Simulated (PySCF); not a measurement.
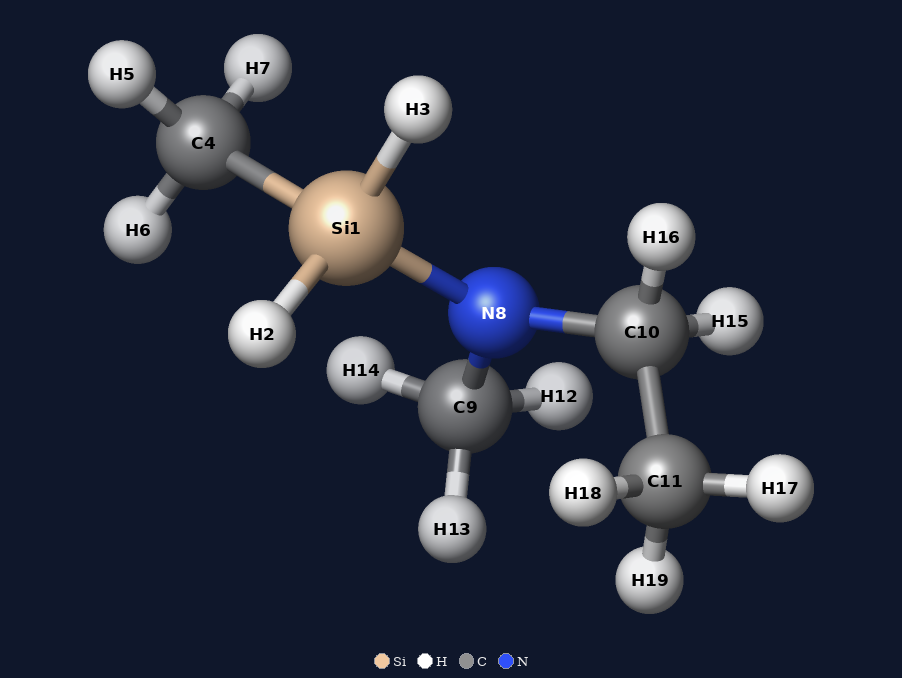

Computed geometry: PBE0-D3(BJ)/def2-SVP optimisation. No frequency run is at hand to confirm it as a minimum. Properties computed with delta-SCF UKS SCAN, pcX-2 on the ionised atom (unc-x2c-TZVPall on a metal), pcseg-1 elsewhere, spin-free X2C (PySCF 2.14.0).

Give the core-electron binding energies (to vacuum; p and d levels without spin–orbit splitting) of Si1 1s, Si1 2p, C4 1s, N8 1s, C9 1s, C10 1s, C11 1s.

```
atom  level  binding energy (eV)
 Si1     1s               1846.2
 Si1     2p                106.6
  C4     1s                290.1
  N8     1s                404.0
  C9     1s                291.4
 C10     1s                291.3
 C11     1s                290.4
```
